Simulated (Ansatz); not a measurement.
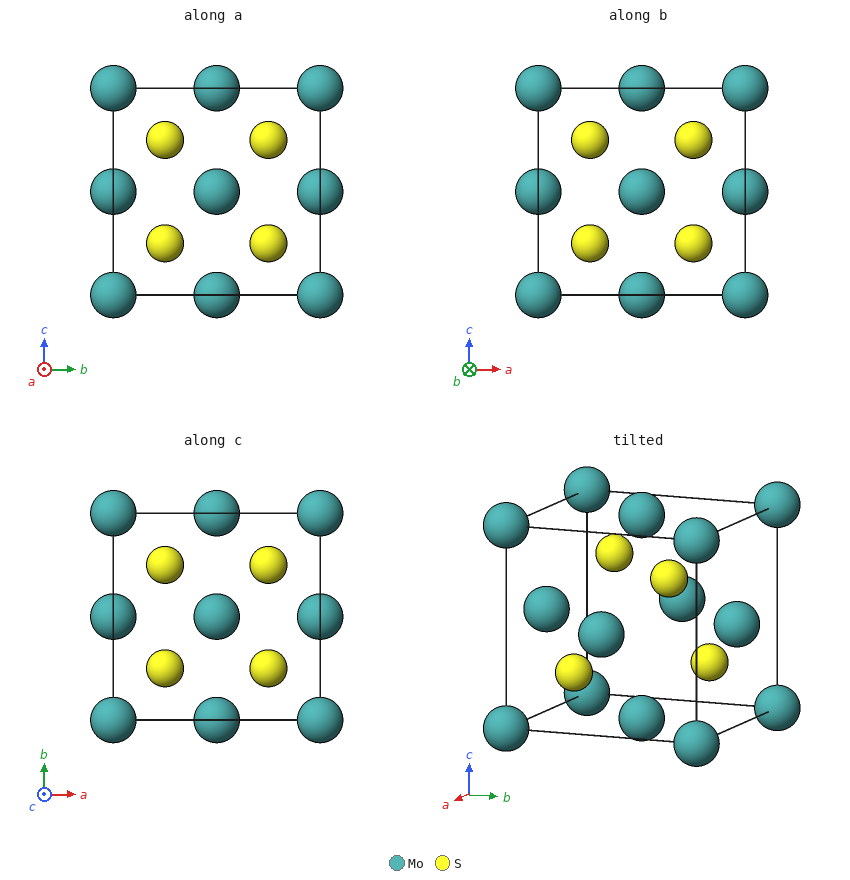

Shown here is a spheres-only view of the crystal, taken along the a axis, along the b axis, along the c axis and slightly off an axis. Thin lines show the conventional unit cell, with boundary atoms drawn in all their periodic places.

Lattice parameters: a = 6.1433 Å, b = 6.1433 Å, c = 6.1433 Å, α = 90.000°, β = 90.000°, γ = 90.000°.

**Give the atomic positions as a CIF in P1 with every atom of the cell.**

```cif
data_structure
_symmetry_space_group_name_H-M 'P 1'
_symmetry_Int_Tables_number 1
_cell_length_a 6.1433
_cell_length_b 6.1433
_cell_length_c 6.1433
_cell_angle_alpha 90.000
_cell_angle_beta 90.000
_cell_angle_gamma 90.000
_cell_volume 231.85
loop_
_atom_site_label
_atom_site_type_symbol
_atom_site_fract_x
_atom_site_fract_y
_atom_site_fract_z
_atom_site_occupancy
Mo1 Mo 0.0000 0.0000 0.0000 1
S1 S 0.2500 0.2500 0.7500 1
Mo2 Mo 0.0000 0.5000 0.5000 1
S2 S 0.2500 0.7500 0.2500 1
Mo3 Mo 0.5000 0.0000 0.5000 1
S3 S 0.7500 0.2500 0.2500 1
Mo4 Mo 0.5000 0.5000 0.0000 1
S4 S 0.7500 0.7500 0.7500 1
```

Origin of the cell: a structure type filled with these elements by a generator (whether the compound takes this form wasn't checked). Earlier steps of the study, as a rule a relaxation of our own, may have changed the cell and positions, so they can lie some per cent off the listed ones. It was run through Ansatz as a DFT input.

At this level of theory the run's own cell isn't at rest (stretched, at -5 GPa), so its distances can differ from those at equilibrium, the more so the softer the solid.
